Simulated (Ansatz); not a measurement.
## Electronic structure of BFH2···HCl in real space

```xyz
6

B    -0.3523    0.7300   -0.5493
Cl    1.0177   -1.7028    0.4608
H     0.6892    1.2259   -0.8664
H    -1.0415    0.0797   -1.2796
H     0.5006   -1.3214    1.5689
F    -0.8137    0.9886    0.6656
```

The product side of a reaction path; geometry: PBE0-D4/def2-TZVP.

Theory: Ansatz, RKS PBE0-D4/def2-TZVPP.

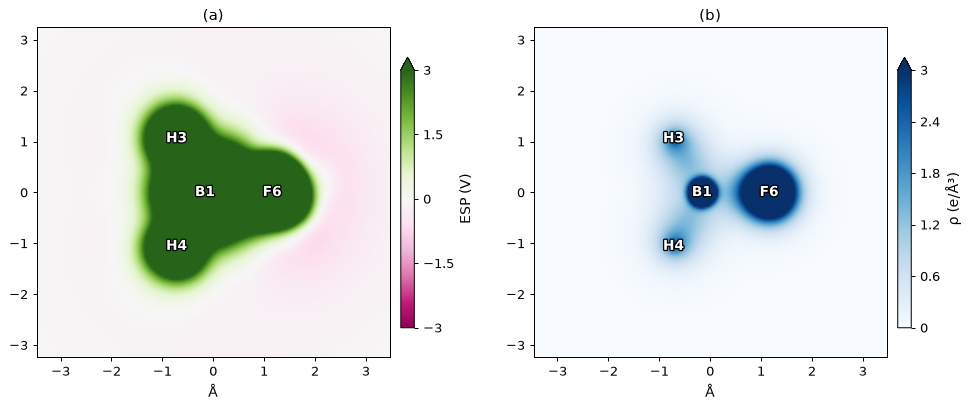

Figure 1. (a) molecular electrostatic potential; (b) total electron density on the plane of atoms H3, B1 and H4.

**What does the map show?**

- Atoms in the plane: B, H and F.
- B–F (1.33 Å): ρ is about 2.2 e/Å³ halfway.
- B–H (1.20 Å): ρ at the midpoint is about 1.3 e/Å³.
- Outside the dense part of the complex the potential is most negative (−0.7 V) near F6.

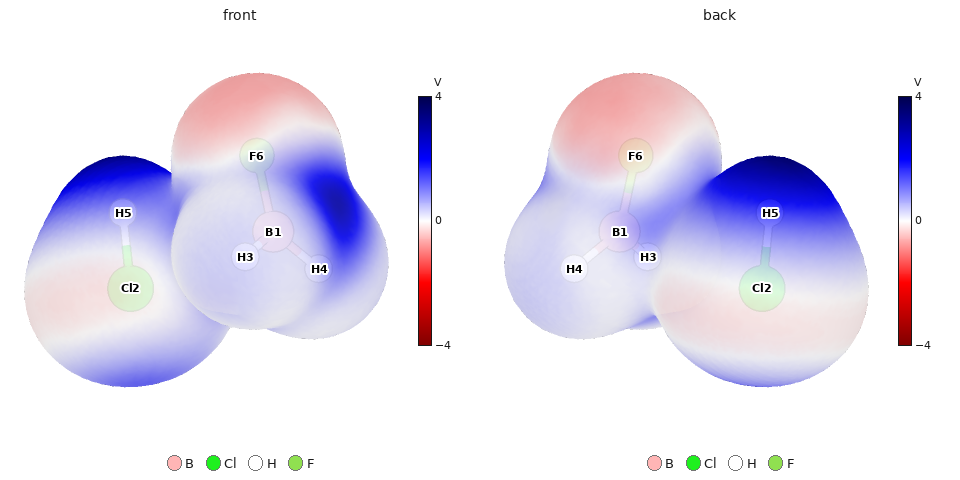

Figure 2. The electrostatic potential painted on the density surface at 0.004 e/bohr³, seen from the front and from behind; red is negative and blue positive.

**Describe the electrostatic potential map.**

The most negative region (about −0.7 V, or −16 kcal/mol for a unit charge) lies over F6, the most positive (about +3.4 V, or +78 kcal/mol for a unit charge) over H5. Cl2 shows a σ-hole: about +1.2 V, or +28 kcal/mol for a unit charge at the tip opposite its bond, against about −0.1 V on its flanks.

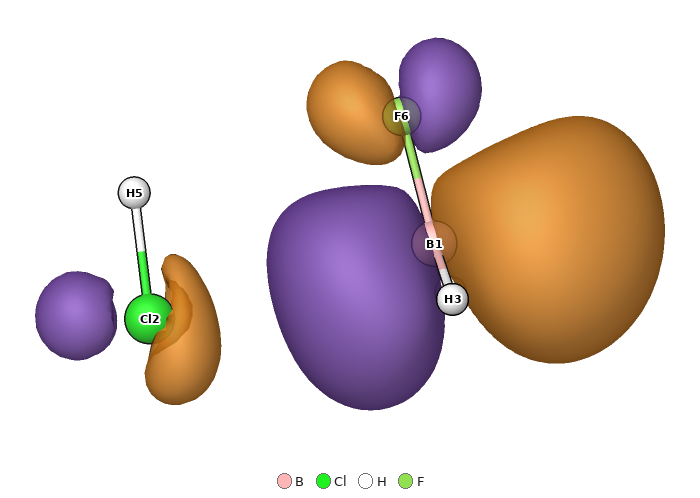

Figure 3. The LUMO at ±0.1 Å⁻³ᐟ² (orange and purple are the two phases), seen across its widest extent.

**What is the character of this orbital?**

Its weight (Hirshfeld) is mainly on B1 (about 65 %), F6 (about 10 %), H4 (about 10 %), H3 (about 10 %) and Cl2 (about 5 %). Its energy is −0.73 eV.
